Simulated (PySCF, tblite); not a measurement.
C₇H₁₄ (2-methyl-2-hexene), SMILES CCCC=C(C)C, geometry in Å:

```xyz
21

C      2.2536    -0.1720     0.7983
C      2.1489     0.1069    -0.6956
C      0.7849     0.6996    -1.0669
C     -0.3181    -0.2915    -0.8572
C     -1.3410    -0.1785    -0.0192
C     -2.3941    -1.2420     0.0857
C     -1.5543     1.0109     0.8777
H      1.4560    -0.8417     1.1125
H      3.2091    -0.6339     1.0374
H      2.1697     0.7531     1.3652
H      2.2986    -0.8229    -1.2491
H      2.9373     0.8026    -0.9926
H      0.8016     0.9823    -2.1243
H      0.6118     1.6031    -0.4828
H     -0.2338    -1.1845    -1.4648
H     -2.2104    -2.0532    -0.6143
H     -2.4164    -1.6517     1.0960
H     -3.3765    -0.8178    -0.1219
H     -1.8647     1.8788     0.2960
H     -0.6418     1.2708     1.4096
H     -2.3293     0.7986     1.6099
```

GIAO shifts, PBE0/pcSseg-1, PySCF 2.14.0, at a GFN2-xTB geometry (a minimum by its frequencies), against TMS for ¹³C computed at the same level. Gas phase, fully decoupled, line heights follow the number of nuclei, widths are arbitrary (no quadrupolar broadening); values of one conformer, averaged over nuclei that symmetry or rotation about single bonds exchange, these motions taken as fast; other conformers aren't averaged in.

**How many ¹³C lines appear, and where?**

7 signals.


| δ (ppm) | nuclei | atoms |
| --- | --- | --- |
| 140.3 | 1 | C5 |
| 133.2 | 1 | C4 |
| 33.9 | 1 | C3 |
| 30.2 | 1 | C6 |
| 26.2 | 1 | C2 |
| 19.7 | 1 | C7 |
| 14.3 | 1 | C1 |

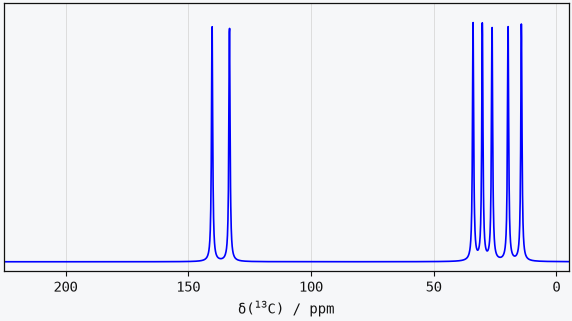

Note: the tight-binding geometry is rougher than a DFT one and adds to the error.
